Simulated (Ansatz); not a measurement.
# C$_{5}$H$_{18}$N$_{4}$Zr: what the fields show

Input

```
crystal:
  periodic: [false, false, false]
  atoms:
    - {symbol: C, position_ang: [-1.062140, 1.249491, -2.853938]}
    - {symbol: N, position_ang: [-0.290716, 0.277799, -2.110259]}
    - {symbol: Zr, position_ang: [-0.172559, 0.235904, -0.058343]}
    - {symbol: N, position_ang: [-2.057331, -0.168898, 0.640702]}
    - {symbol: C, position_ang: [-3.090042, -0.980465, 0.033551]}
    - {symbol: N, position_ang: [0.425318, 2.031515, 0.748878]}
    - {symbol: C, position_ang: [1.432216, 2.311275, 1.749967]}
    - {symbol: N, position_ang: [1.105627, -1.244402, 0.517682]}
    - {symbol: C, position_ang: [0.953322, -2.468685, 1.253349]}
    - {symbol: C, position_ang: [2.466038, -0.994172, 0.108048]}
    - {symbol: H, position_ang: [-0.440801, 1.913740, -3.469810]}
    - {symbol: H, position_ang: [-1.807948, 0.785069, -3.512532]}
    - {symbol: H, position_ang: [-1.621571, 1.894065, -2.164876]}
    - {symbol: H, position_ang: [0.196735, -0.356534, -2.728609]}
    - {symbol: H, position_ang: [-2.402882, 0.298618, 1.469481]}
    - {symbol: H, position_ang: [-3.410258, -1.808152, 0.680595]}
    - {symbol: H, position_ang: [-3.986381, -0.402531, -0.228735]}
    - {symbol: H, position_ang: [-2.716397, -1.425159, -0.893361]}
    - {symbol: H, position_ang: [0.049351, 2.895471, 0.374718]}
    - {symbol: H, position_ang: [1.028215, 2.857154, 2.612891]}
    - {symbol: H, position_ang: [2.275039, 2.895919, 1.356540]}
    - {symbol: H, position_ang: [1.845576, 1.374160, 2.134629]}
    - {symbol: H, position_ang: [1.263210, -3.343166, 0.660648]}
    - {symbol: H, position_ang: [-0.090080, -2.609759, 1.541752]}
    - {symbol: H, position_ang: [1.560837, -2.471793, 2.171676]}
    - {symbol: H, position_ang: [3.151763, -0.917118, 0.965770]}
    - {symbol: H, position_ang: [2.542811, -0.046588, -0.445512]}
    - {symbol: H, position_ang: [2.853047, -1.782780, -0.554891]}
basis:
  gaussian: {orbitals: def2-TZVPP}
hamiltonian: {xc: pbe0, dispersion: d4}
output: {orbitals: {seedname: orbitals}}
```

Run with:

```sh
ansatz run in.yaml --threads 4 --pin off --events-out ev --progress --plain --max-ram 66560MiB --backend cuda --devices 0, --max-vram 37GiB
```

Geometry: PBE0-D4/def2-TZVP; core potentials replace the inner electrons of Zr.

All numbers below come from RKS PBE0-D4/def2-TZVPP in Ansatz.

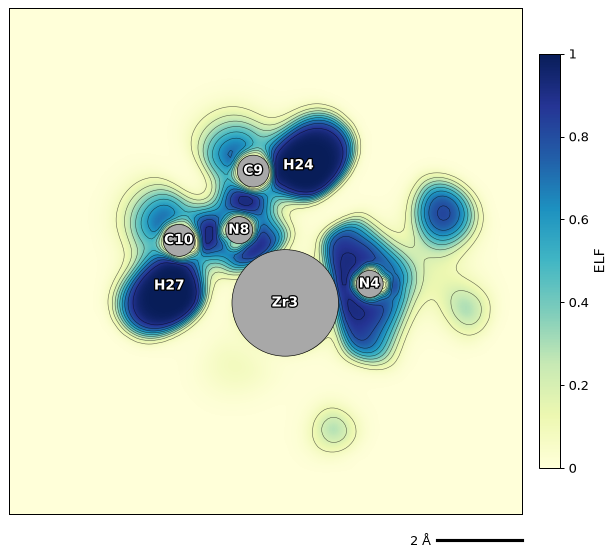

Figure 1. Electron localisation function on the plane of atoms N8, Zr3 and C10. Grey discs cover the atomic cores.

**What do the fields say about this system?**

Atoms in the plane: Zr, N, C and H. C–N (1.44 Å): the ELF peaks at about 0.90 between the atoms (a covalent bond). Zr–N (2.04 Å): the ELF peaks at about 0.90 in the valence shell of N, 0.6 Å from its nucleus, and is about 0.30 at the midpoint. C–Zr (2.92 Å): the ELF is about 0.30 at the midpoint. C–H (1.09 Å): the ELF climbs to about 1 towards the hydrogen, as it does in any bond to H: a covalent bond by its length.

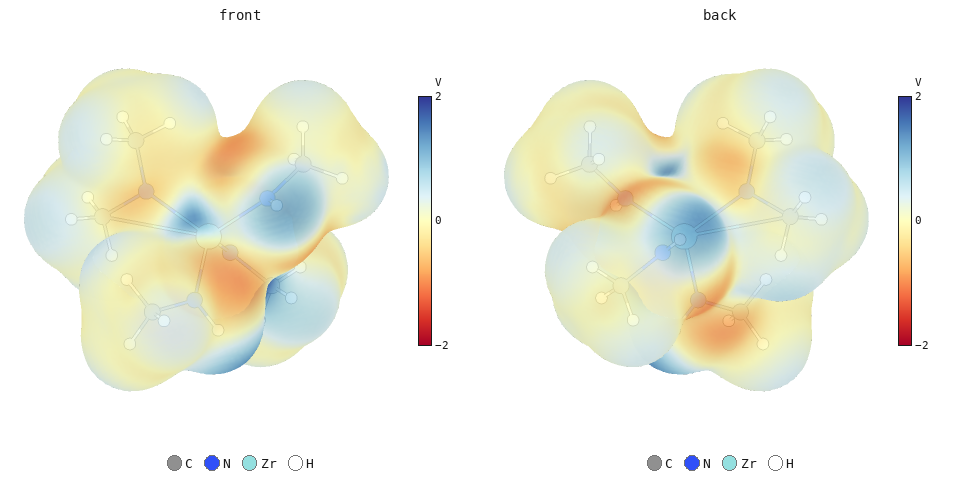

Figure 2. The molecular electrostatic potential painted on the density surface at 0.002 e/bohr³, seen from the front and from behind; red is negative and blue positive.

**Which sites attract a positive test charge, and which a negative one?**

A positive charge is drawn to the negative regions and a negative charge to the positive ones. The most negative region (about −0.9 V) lies over N2, N4 and N6, the most positive (about +1.4 V) over Zr3.

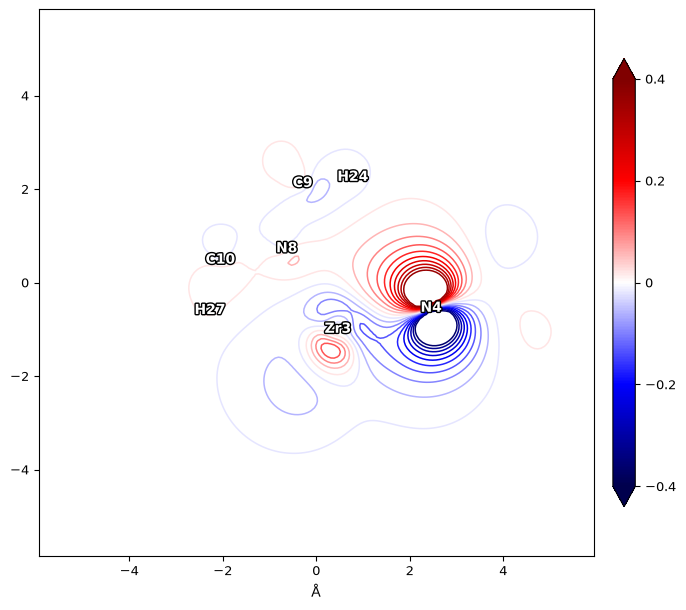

Figure 3. The HOMO−1 on the plane of atoms Zr3, C10 and N8 (values in Å⁻³ᐟ²; the overall sign is arbitrary).

**Describe this orbital and give its energy.**

By Hirshfeld shares it lies mainly on N4 (about 35 %), N2 (about 15 %), Zr3 (about 10 %), N6 (about 10 %) and C5 (about 5 %). Its energy is −6.00 eV.
